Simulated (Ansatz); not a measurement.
# Resistivity from frozen vibrations: Pb(111) with 4 thermally displaced layers, 2x2, part 2 of 2

Wanted: the phonon-limited resistivity of Pb at 300 K by the Landauer route. The measured value for the pure metal at this temperature is 21.3 µΩ cm (CRC Handbook of Chemistry and Physics, 84th ed., 2003, Electrical Resistivity of Pure Metals).

Ansatz 0.2.0; Ansatz plane-wave DFT, PBE, PAW files; ballistic transport by layer matching (Landauer), zero bias; PAW set soft_1.

So far. Step 2 (With 4 displaced layers): Over the solved energies the transmission per spin lies between 4.24 and 4.50, out of 4.99 channels of the lead on average (up to 5.17).

**3. With 8 displaced layers**

System of this step: Pb(111) with 8 thermally displaced layers, 2x2. The cell holds 56 atoms: 56 Pb. Its edges and angles: a = 7.001 Å, b = 7.001 Å, c = 40.068 Å, α = 87.5°, β = 92.5°, γ = 120.0°. It derives from Pb. Regions: lead, 24 atoms (24 Pb); scattering region, 32 atoms (32 Pb). The structure is stacked along c, and the current runs across the ab planes.

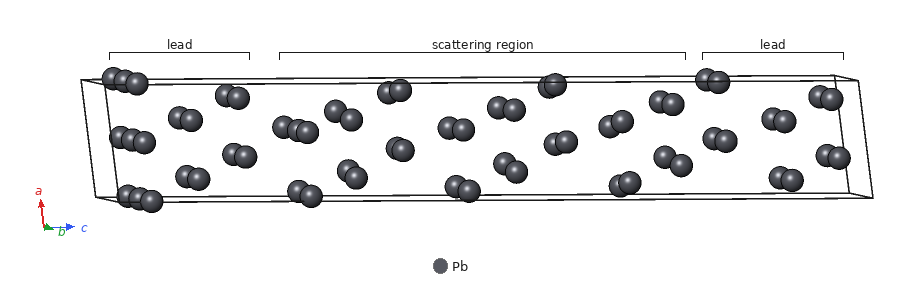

The cell of this step (lead dark grey). Some periodic images of atoms are drawn too.

The input, input.yaml:

```yaml
crystal:
  lattice:
    - [7.0014885046, 0.0, 0.0]
    - [-3.5007442523, 6.0634669093, 0.0]
    - [-1.7503721261, 1.0105778182, 40.0168399779]
  atoms:
    - { symbol: Pb, position: [0.005952381, 0.994047619, 0.0357142857] }
    - { symbol: Pb, position: [0.005952381, 0.494047619, 0.0357142857] }
    - { symbol: Pb, position: [0.505952381, 0.994047619, 0.0357142857] }
    - { symbol: Pb, position: [0.505952381, 0.494047619, 0.0357142857] }
    - { symbol: Pb, position: [0.1845238095, 0.3154761905, 0.1071428571] }
    - { symbol: Pb, position: [0.1845238095, 0.8154761905, 0.1071428571] }
    - { symbol: Pb, position: [0.6845238095, 0.3154761905, 0.1071428571] }
    - { symbol: Pb, position: [0.6845238095, 0.8154761905, 0.1071428571] }
    - { symbol: Pb, position: [0.3630952381, 0.1369047619, 0.1785714286] }
    - { symbol: Pb, position: [0.3630952381, 0.6369047619, 0.1785714286] }
    - { symbol: Pb, position: [0.8630952381, 0.1369047619, 0.1785714286] }
    - { symbol: Pb, position: [0.8630952381, 0.6369047619, 0.1785714286] }
    - { symbol: Pb, position: [0.040868508, 0.9711468163, 0.2486846237] }
    - { symbol: Pb, position: [0.0612204621, 0.4810180983, 0.2481170895] }
    - { symbol: Pb, position: [0.5851628134, 0.9947500989, 0.2537340504] }
    - { symbol: Pb, position: [0.5785424784, 0.4820818889, 0.2578018573] }
    - { symbol: Pb, position: [0.2242857808, 0.2794616582, 0.3235156309] }
    - { symbol: Pb, position: [0.1840308005, 0.7447988308, 0.3183763731] }
    - { symbol: Pb, position: [0.7321226147, 0.291451693, 0.3161119851] }
    - { symbol: Pb, position: [0.6792675453, 0.7726502445, 0.3207777998] }
    - { symbol: Pb, position: [0.4062114966, 0.1158144589, 0.3971095371] }
    - { symbol: Pb, position: [0.4097409522, 0.6158147563, 0.3890671853] }
    - { symbol: Pb, position: [0.878624929, 0.1062023907, 0.3951572169] }
    - { symbol: Pb, position: [0.9203943628, 0.6142753673, 0.3955707846] }
    - { symbol: Pb, position: [0.0729662921, 0.8830257057, 0.4617451255] }
    - { symbol: Pb, position: [0.0923246719, 0.437118068, 0.4590531018] }
    - { symbol: Pb, position: [0.5954371905, 0.9127309644, 0.4634814059] }
    - { symbol: Pb, position: [0.5905302754, 0.4405659257, 0.4593263971] }
    - { symbol: Pb, position: [0.2759693893, 0.2462574314, 0.5330468771] }
    - { symbol: Pb, position: [0.2251740696, 0.6945005039, 0.5334731947] }
    - { symbol: Pb, position: [0.7512643721, 0.228043359, 0.5345791936] }
    - { symbol: Pb, position: [0.7541907667, 0.7445638978, 0.5392462102] }
    - { symbol: Pb, position: [0.4313734729, 0.0592283241, 0.6090068449] }
    - { symbol: Pb, position: [0.4719780396, 0.5573526507, 0.6089176399] }
    - { symbol: Pb, position: [0.9190717688, 0.0958245584, 0.6094246611] }
    - { symbol: Pb, position: [0.9596086842, 0.5647288059, 0.6035341824] }
    - { symbol: Pb, position: [0.1387255283, 0.904614183, 0.6755710309] }
    - { symbol: Pb, position: [0.0889926737, 0.3972609851, 0.6779783247] }
    - { symbol: Pb, position: [0.6574408845, 0.8731813231, 0.676742333] }
    - { symbol: Pb, position: [0.5913782464, 0.3493906211, 0.6754947331] }
    - { symbol: Pb, position: [0.3223385402, 0.2056837977, 0.7478946646] }
    - { symbol: Pb, position: [0.2735187443, 0.7212108532, 0.7522780463] }
    - { symbol: Pb, position: [0.7924708308, 0.1992684538, 0.7510573177] }
    - { symbol: Pb, position: [0.7917977548, 0.6924242166, 0.7521535885] }
    - { symbol: Pb, position: [0.4702380952, 0.0297619048, 0.8214285714] }
    - { symbol: Pb, position: [0.4702380952, 0.5297619048, 0.8214285714] }
    - { symbol: Pb, position: [0.9702380952, 0.0297619048, 0.8214285714] }
    - { symbol: Pb, position: [0.9702380952, 0.5297619048, 0.8214285714] }
    - { symbol: Pb, position: [0.1488095238, 0.8511904762, 0.8928571429] }
    - { symbol: Pb, position: [0.1488095238, 0.3511904762, 0.8928571429] }
    - { symbol: Pb, position: [0.6488095238, 0.8511904762, 0.8928571429] }
    - { symbol: Pb, position: [0.6488095238, 0.3511904762, 0.8928571429] }
    - { symbol: Pb, position: [0.3273809524, 0.1726190476, 0.9642857143] }
    - { symbol: Pb, position: [0.3273809524, 0.6726190476, 0.9642857143] }
    - { symbol: Pb, position: [0.8273809524, 0.1726190476, 0.9642857143] }
    - { symbol: Pb, position: [0.8273809524, 0.6726190476, 0.9642857143] }
kpoints:
  mp_grid: { grid: [4, 4, 1] }
hamiltonian:
  xc: pbe
  pseudopotentials: { kind: paw, azcp: { folder: soft_1 } }
scf:
  occupations: { method: fermi_dirac, width: 0.1 }
output:
  transmission: { leads: [[0, 4]], kmesh: [8, 8], e_range: [-0.05, 0.05], de: 0.05 }
  write_potential: true
  write_density: true
  volumetric_format: npy
```

Command:

```bash
$ ansatz run input.yaml --threads 4 --pin off --max-ram 15360MiB --backend cpu --events-out ev --progress --plain --runs-dir out
```

Numbers of over 12 decimals in the logs are rounded to 6 here.

The log of the run:

```text
[...]
Crystal: 56 atoms, lattice volume = 1698.847 Å³
Basis set: ecut = 420 eV, 33213 PW (Γ)
Bands: 471, of which v1, the nominal top of the filled ones, is band 392 counted from 1 (391 counted from 0)
Symmetry: 1 space group operations
[...]
k-points: 10 of 16 (time reversal used)
[...]
SCF iter   1: F=—  HF=-666893.288394 eV  |F-HF|=—  |Δ(HF+E_count)|=         —  Δρ=8.15e-3  dr2=2.18e0  ethr=3.10e-3  ⟨swp⟩=7.0  Hψ=18649  notcnv=0  defer=117
[...]
SCF iter   9: F=-666892.718396 eV  HF=-666892.718396 eV  |F-HF|=4.75e-8  |Δ(HF+E_count)|=   2.34e-8  Δρ=7.84e-7  dr2=5.77e-8  ethr=1.28e-11  ⟨swp⟩=10.7  Hψ=20120  notcnv=0
SCF 1 converged in 9 iterations: F = -666892.718396 eV  dr2 = 5.77e-8
[...]
transmission: 171 of 1700 steps passed
transmission: 348 of 1700 steps passed
[...]
transmission: 1700 of 1700 steps passed
SCF converged after 9 iterations
Free energy (F): -666892.718396 eV
[...]
Internal energy: -666891.763048 eV  (E = F + TS)
E sigma→0 (E₀):  -666892.240722 eV
Entropy (-TS):   -0.955348 eV (-17.060 meV/atom)
Fermi energy:    11.173093 eV
[...]
--- Band table (eV; the first three rows and the last of 10) ---
  k-point 0: bands = [... 388 lower, 11.6244, 11.6809, 11.7110, 11.7417, 11.8905, 11.9649, 12.0323, 12.1489, ... 75 higher]
  k-point 1: bands = [... 388 lower, 10.9629, 11.0355, 11.1282, 11.1820, 11.3485, 11.4859, 11.6649, 11.7191, ... 75 higher]
  k-point 2: bands = [... 388 lower, 11.0089, 11.0515, 11.0691, 11.1465, 11.2328, 11.2781, 11.2857, 11.3107, ... 75 higher]
  k-point 9: bands = [... 388 lower, 11.1031, 11.1226, 11.1701, 11.1971, 11.2481, 11.2735, 11.3446, 11.3555, ... 75 higher]
--- Transmission ---
  basis      : 367 plane waves across, 50 finite elements along
  points     : 34, standing for a mesh of 8 x 8
[...]
channels       : 5.171875e0 a spin
[...]
junction   : crystal 0 to crystal 0, 2.86 to 40.02 Å
    transmission   : 3.757690e0 a spin
[...]
```

Wall time 33 min (4 threads of Arm Neoverse V1, shared host); peak memory 9 GiB.

Numbers from this step:

* free energy: -666892.7184 eV
* energy at zero smearing: -666892.2407 eV
* Fermi energy: 11.17 eV
* transmission per spin nearest the Fermi level: 3.758
* open channels per spin nearest the Fermi level: 5.172
* step of the lead's potential: 17.1 meV

Per spin. Table of transmission, zone mean by energy, zero at the Fermi level:

| energy (eV) | transmission, zone mean |
| --- | --- |
| -0.0500 | 3.65 |
| 0.0000 | 3.76 |
| 0.0500 | 3.80 |

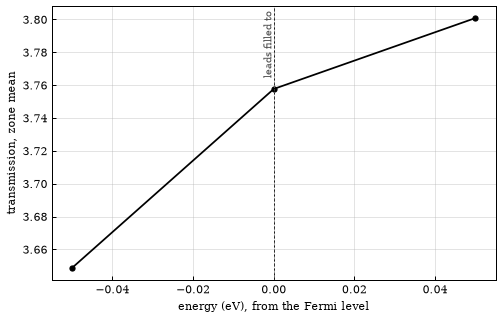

Transmission, zone mean, plotted against energy.

Over the solved energies the transmission per spin lies between 3.65 and 3.80, out of 5.08 channels of the lead on average (up to 5.17).

**4. With 12 displaced layers**

System of this step: Pb(111) with 12 thermally displaced layers, 2x2. The cell holds 72 atoms: 72 Pb. Its edges and angles: a = 7.001 Å, b = 7.001 Å, c = 51.450 Å, α = 90.0°, β = 90.0°, γ = 120.0°. It derives from Pb. Regions: lead, 24 atoms (24 Pb); scattering region, 48 atoms (48 Pb). The structure is stacked along c, and the current runs across the ab planes.

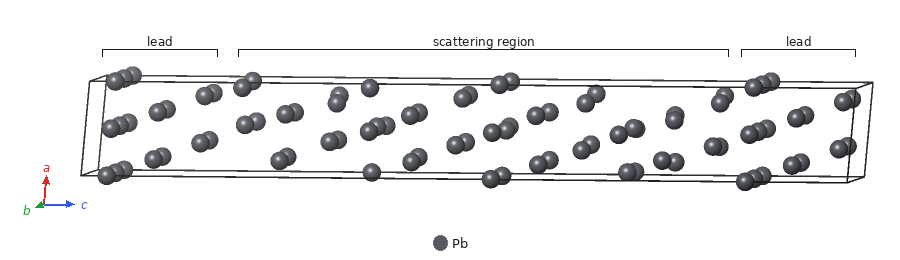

The cell of this step (lead dark grey). Some periodic images of atoms are drawn too.

The input, input.yaml:

```yaml
crystal:
  lattice:
    - [7.0014885046, 0.0, 0.0]
    - [-3.5007442523, 6.0634669093, 0.0]
    - [0.0, 0.0, 51.4502228287]
  atoms:
    - { symbol: Pb, position: [0.0, 0.0, 0.0277777778] }
    - { symbol: Pb, position: [0.0, 0.5, 0.0277777778] }
    - { symbol: Pb, position: [0.5, 0.0, 0.0277777778] }
    - { symbol: Pb, position: [0.5, 0.5, 0.0277777778] }
    - { symbol: Pb, position: [0.1666666667, 0.3333333333, 0.0833333333] }
    - { symbol: Pb, position: [0.1666666667, 0.8333333333, 0.0833333333] }
    - { symbol: Pb, position: [0.6666666667, 0.3333333333, 0.0833333333] }
    - { symbol: Pb, position: [0.6666666667, 0.8333333333, 0.0833333333] }
    - { symbol: Pb, position: [0.3333333333, 0.1666666667, 0.1388888889] }
    - { symbol: Pb, position: [0.3333333333, 0.6666666667, 0.1388888889] }
    - { symbol: Pb, position: [0.8333333333, 0.1666666667, 0.1388888889] }
    - { symbol: Pb, position: [0.8333333333, 0.6666666667, 0.1388888889] }
    - { symbol: Pb, position: [0.9434419756, 0.9705609634, 0.1936264487] }
    - { symbol: Pb, position: [0.9845590723, 0.4734100362, 0.1953292025] }
    - { symbol: Pb, position: [0.5260288448, 0.010301161, 0.1950487668] }
    - { symbol: Pb, position: [0.5209997061, 0.5092368479, 0.1913697084] }
    - { symbol: Pb, position: [0.1774060775, 0.3628249443, 0.2469384482] }
    - { symbol: Pb, position: [0.1634553578, 0.8244464421, 0.2475829965] }
    - { symbol: Pb, position: [0.6478137605, 0.3356404759, 0.2508487666] }
    - { symbol: Pb, position: [0.6562660572, 0.8003082762, 0.2492228514] }
    - { symbol: Pb, position: [0.3509828289, 0.1882900578, 0.3073656169] }
    - { symbol: Pb, position: [0.3623098211, 0.6917233037, 0.3077731483] }
    - { symbol: Pb, position: [0.8178726326, 0.1679922144, 0.3036361369] }
    - { symbol: Pb, position: [0.7670371659, 0.6282781681, 0.3111778976] }
    - { symbol: Pb, position: [0.9522987949, 0.9487943739, 0.3595369827] }
    - { symbol: Pb, position: [0.0295556647, 0.4989732465, 0.3622094708] }
    - { symbol: Pb, position: [0.4937031414, 0.9980991982, 0.3645203046] }
    - { symbol: Pb, position: [0.5147585842, 0.498030169, 0.3635109139] }
    - { symbol: Pb, position: [0.1854152957, 0.3283279742, 0.4173933293] }
    - { symbol: Pb, position: [0.1640615156, 0.8180706458, 0.4197642684] }
    - { symbol: Pb, position: [0.6562888562, 0.3191857639, 0.4121562478] }
    - { symbol: Pb, position: [0.659057923, 0.8681712714, 0.4135981762] }
    - { symbol: Pb, position: [0.3376367888, 0.1582817081, 0.4735984653] }
    - { symbol: Pb, position: [0.3363813718, 0.6489377128, 0.4714366653] }
    - { symbol: Pb, position: [0.8366064784, 0.169282732, 0.4721454878] }
    - { symbol: Pb, position: [0.8343246758, 0.6810412436, 0.4757672141] }
    - { symbol: Pb, position: [0.0022386301, 0.9830965394, 0.5288434771] }
    - { symbol: Pb, position: [0.0064799322, 0.5105427713, 0.5327431887] }
    - { symbol: Pb, position: [0.495636989, 0.9997373157, 0.5253914119] }
    - { symbol: Pb, position: [0.4877858516, 0.4870016257, 0.5320837383] }
    - { symbol: Pb, position: [0.1661480254, 0.3202717519, 0.588526516] }
    - { symbol: Pb, position: [0.1502329183, 0.8530030044, 0.5860685632] }
    - { symbol: Pb, position: [0.6750363183, 0.3273690853, 0.5829850657] }
    - { symbol: Pb, position: [0.6688499301, 0.8512858616, 0.5770650181] }
    - { symbol: Pb, position: [0.3249568111, 0.1701368001, 0.6373246773] }
    - { symbol: Pb, position: [0.2946112793, 0.6611208925, 0.6368563508] }
    - { symbol: Pb, position: [0.8651184957, 0.1985808641, 0.6390756264] }
    - { symbol: Pb, position: [0.7928389424, 0.6621860068, 0.6364015917] }
    - { symbol: Pb, position: [0.0328041531, 0.0386298615, 0.6952988019] }
    - { symbol: Pb, position: [0.0575489839, 0.5345897372, 0.6963191597] }
    - { symbol: Pb, position: [0.4853709217, 0.0047706265, 0.6908400057] }
    - { symbol: Pb, position: [0.5254900657, 0.5054522267, 0.6984786569] }
    - { symbol: Pb, position: [0.1543749891, 0.2921268563, 0.7521200351] }
    - { symbol: Pb, position: [0.2085779271, 0.8746525561, 0.7477773388] }
    - { symbol: Pb, position: [0.6537451545, 0.3381729453, 0.7475546932] }
    - { symbol: Pb, position: [0.6314270846, 0.8115777504, 0.7573469687] }
    - { symbol: Pb, position: [0.3132810344, 0.1463172262, 0.8046625233] }
    - { symbol: Pb, position: [0.3515158157, 0.698578716, 0.808381851] }
    - { symbol: Pb, position: [0.852659507, 0.1700276652, 0.8062528583] }
    - { symbol: Pb, position: [0.8066928601, 0.6345961, 0.8113136328] }
    - { symbol: Pb, position: [0.0, 0.0, 0.8611111111] }
    - { symbol: Pb, position: [0.0, 0.5, 0.8611111111] }
    - { symbol: Pb, position: [0.5, 0.0, 0.8611111111] }
    - { symbol: Pb, position: [0.5, 0.5, 0.8611111111] }
    - { symbol: Pb, position: [0.1666666667, 0.3333333333, 0.9166666667] }
    - { symbol: Pb, position: [0.1666666667, 0.8333333333, 0.9166666667] }
    - { symbol: Pb, position: [0.6666666667, 0.3333333333, 0.9166666667] }
    - { symbol: Pb, position: [0.6666666667, 0.8333333333, 0.9166666667] }
    - { symbol: Pb, position: [0.3333333333, 0.1666666667, 0.9722222222] }
    - { symbol: Pb, position: [0.3333333333, 0.6666666667, 0.9722222222] }
    - { symbol: Pb, position: [0.8333333333, 0.1666666667, 0.9722222222] }
    - { symbol: Pb, position: [0.8333333333, 0.6666666667, 0.9722222222] }
kpoints:
  mp_grid: { grid: [4, 4, 1] }
hamiltonian:
  xc: pbe
  pseudopotentials: { kind: paw, azcp: { folder: soft_1 } }
scf:
  occupations: { method: fermi_dirac, width: 0.1 }
output:
  transmission: { leads: [[0, 4]], kmesh: [8, 8], e_range: [-0.05, 0.05], de: 0.05 }
  write_potential: true
  write_density: true
  volumetric_format: npy
```

The log of the run:

```text
[...]
Crystal: 72 atoms, lattice volume = 2184.231 Å³
Basis set: ecut = 420 eV, 42621 PW (Γ)
Bands: 605, of which v1, the nominal top of the filled ones, is band 504 counted from 1 (503 counted from 0)
Symmetry: 1 space group operations
[...]
k-points: 10 of 16 (time reversal used)
[...]
SCF iter   1: F=—  HF=-857433.422228 eV  |F-HF|=—  |Δ(HF+E_count)|=         —  Δρ=8.34e-3  dr2=2.81e0  ethr=3.10e-3  ⟨swp⟩=7.0  Hψ=23917  notcnv=0  defer=152
[...]
SCF iter  10: F=-857432.662916 eV  HF=-857432.662916 eV  |F-HF|=8.61e-9  |Δ(HF+E_count)|=  5.82e-10  Δρ=4.01e-7  dr2=1.33e-8  ethr=9.92e-12  ⟨swp⟩=11.0  Hψ=22923  notcnv=0
SCF 1 converged in 10 iterations: F = -857432.662916 eV  dr2 = 1.33e-8
[...]
transmission: 222 of 2176 steps passed
transmission: 441 of 2176 steps passed
[...]
transmission: 2176 of 2176 steps passed
SCF converged after 10 iterations
Free energy (F): -857432.662916 eV
[...]
Internal energy: -857431.545507 eV  (E = F + TS)
E sigma→0 (E₀):  -857432.104211 eV
Entropy (-TS):   -1.117410 eV (-15.520 meV/atom)
Fermi energy:    11.205476 eV
[...]
--- Band table (eV; the first three rows and the last of 10) ---
  k-point 0: bands = [... 500 lower, 11.5749, 11.6678, 11.7387, 11.7918, 11.8342, 11.8463, 11.8879, 12.0148, ... 97 higher]
  k-point 1: bands = [... 500 lower, 10.9971, 11.1896, 11.2447, 11.3497, 11.4036, 11.4779, 11.5698, 11.5806, ... 97 higher]
  k-point 2: bands = [... 500 lower, 11.1114, 11.1418, 11.1661, 11.1938, 11.2341, 11.2825, 11.3068, 11.3366, ... 97 higher]
  k-point 9: bands = [... 500 lower, 11.0919, 11.1256, 11.1655, 11.2037, 11.2146, 11.2619, 11.2919, 11.3179, ... 97 higher]
--- Transmission ---
  basis      : 367 plane waves across, 64 finite elements along
  points     : 34, standing for a mesh of 8 x 8
[...]
channels       : 5.171875e0 a spin
[...]
junction   : crystal 0 to crystal 0, 2.86 to 51.45 Å
    transmission   : 3.294572e0 a spin
[...]
```

It took 51 min on 4 threads; peak memory 10 GiB; 2.9 h of CPU time.

Numbers from this step:

```
free energy                                   : -857432.6629 eV
energy at zero smearing                       : -857432.1042 eV
Fermi energy                                  : 11.21 eV
transmission per spin nearest the Fermi level : 3.295
step of the lead's potential                  : 16.8 meV
```

Per spin. The transmission, zone mean by energy, zero at the Fermi level:

```csv
energy (eV),"transmission, zone mean"
-0.0500,3.21
0.0000,3.29
0.0500,3.36
```

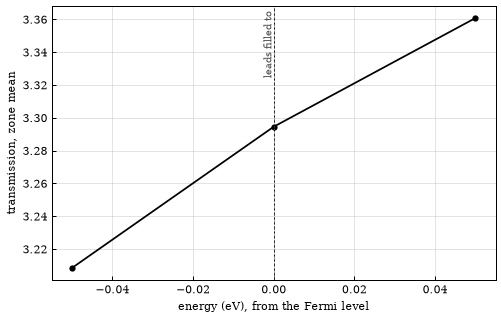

Transmission, zone mean against energy.

Over the solved energies the transmission per spin lies between 3.21 and 3.36, out of 5.23 channels of the lead on average (up to 5.36).

**5. The fit**

This step: Ansatz plane-wave DFT, PBE, PAW files; ballistic transport by layer matching (Landauer), zero bias; resistivity from the slope of the area resistance; PAW set soft_1 (Ansatz 0.2.0).

Numbers from this step:

| Property | Result |
| --- | --- |
| resistivity | 19.71 µΩ cm |
| intercept | -0.05868 fΩ m² |
| scatter about the fit | 0.003101 fΩ m² |

Resistance, by row:

```
run  length (Å)      T  channels N  RA (fΩ m²)
 n4       11.43  4.328       4.995      0.1689
 n8       22.87  3.736       5.078      0.3877
n12        34.3  3.288       5.234      0.6197
```

Area resistance against length of the displaced region:

```csv
length of the displaced region (Å),area resistance (fΩ m²)
11.43,0.169
22.87,0.388
34.30,0.620
```

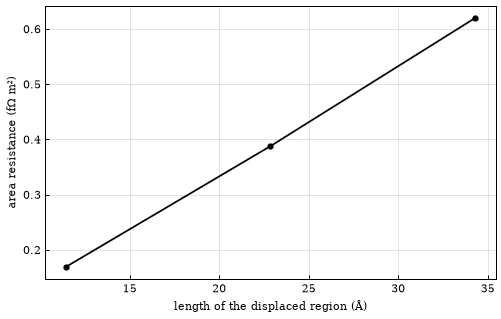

Area resistance, plotted against length of the displaced region.

The area resistance goes from 0.17 to 0.62 fΩ m² between 11 and 34.3 Å, a slope of 20 µΩ cm.

By hand from the end points: (0.6197 − 0.1689) fΩ m² / (34.30 − 11.4) Å = 20 µΩ cm, since 1 fΩ m² per Å is 1000 µΩ cm.

**6. Summary of results**

| Item | Value |
| --- | --- |
| resistivity from the slope | 19.7 µΩ cm |
| area resistance over 11.4 Å | 0.169 fΩ m² |
| area resistance over 22.9 Å | 0.388 fΩ m² |
| area resistance over 34.3 Å | 0.620 fΩ m² |

**Reading.** The slope gives 20 µΩ cm. The points scatter by 0.0031 fΩ m² about the line, with one random draw a length in a 2x2 cell, so the slope is a rough value. The mean square of the displacements drawn is 0.78, 0.91 and 1.0 of the nominal one at the three lengths; with each resistance scaled back by that, the slope is 17 µΩ cm, the value used below. The lead's own channel count moves between the runs (4.99, 5.08 and 5.23), which shifts RA and the slope too. Read with a model of isotropic scattering on a spherical Fermi surface and the lead's 0.91×10¹⁵ S/m², this slope means a mean free path near 52 Å; over these lengths the model's slope is 1.06 times its bulk resistivity, which would be 16 µΩ cm. Uncorrelated displacements put too much weight on short waves, which scatter strongly; with the sideways repeat of a small cell, one draw and three short lengths, the method is good to a factor of two or three. The measured value is 21.3 µΩ cm (CRC Handbook of Chemistry and Physics, 84th ed., 2003, Electrical Resistivity of Pure Metals); the scaled slope is 0.80 times that and the corrected value 0.75: fair for so small a cell. Spin-orbit coupling is left out, which matters for Pb.

[Logs are printed without paths, hosts, clocks, repeated set-up lines and the standing remarks that a program may print on its own settings, such as how far it seeks lower states.]

[Hosts, paths, dates, database ids (printed as entryN), source tags and the programs' standing remarks are cut or masked in the printed files.]
